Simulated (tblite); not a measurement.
# C4H11ClGeO2: the cost of one run

Computed with tblite 0.8.0 and PySCF 2.14.0, with density-fitted response routines of our own, on a single molecule in the gas phase. Atoms are numbered from 0 throughout.

## (1) The molecule as given

19 atoms, charge 0, multiplicity 1; geometry from: force field or distance geometry start.

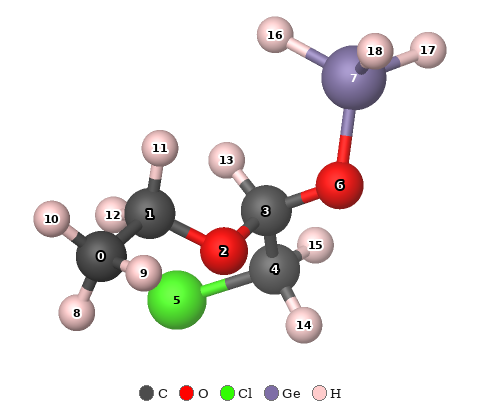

As it starts; carbon dark grey, oxygen red, chlorine green, germanium purple, hydrogen pink, atoms numbered.

## (2) Optimising the geometry with GFN2-xTB

Job settings and geometry (Å):

```
{"job": {"kind": "relax", "xc": "GFN2-xTB", "basis": "xTB"}, "charge": 0, "multiplicity": 1}
C      2.780900    -0.609600     0.437700
C      1.375600    -0.448900    -0.185700
O      0.647500     0.454200     0.544900
C     -0.621900     0.578700    -0.054800
C     -0.730900     1.964600    -0.593400
Cl     0.524600     2.266700    -1.813600
O     -1.551600     0.285200     0.910800
Ge    -2.571200    -1.117200     0.537600
H      3.343500     0.284200     0.105300
H      2.686200    -0.594900     1.533000
H      3.286700    -1.520900     0.116800
H      0.881500    -1.468000    -0.118400
H      1.493700    -0.145900    -1.214200
H     -0.638600    -0.108800    -0.917300
H     -0.513800     2.657100     0.247700
H     -1.757300     2.188800    -0.938600
H     -2.082400    -1.803700    -0.755900
H     -4.092800    -0.757200     0.411500
H     -2.469600    -2.095100     1.739300
```

On the command line:

```sh
OMP_NUM_THREADS=1 python probes_run.py task.json out
```

This one command runs all jobs of the session in turn.

Q: Estimate the wall time and peak memory of this first job on 1 thread of Arm Neoverse V2, shared host.

About 1.7 s, with a peak of 0.18 GiB.
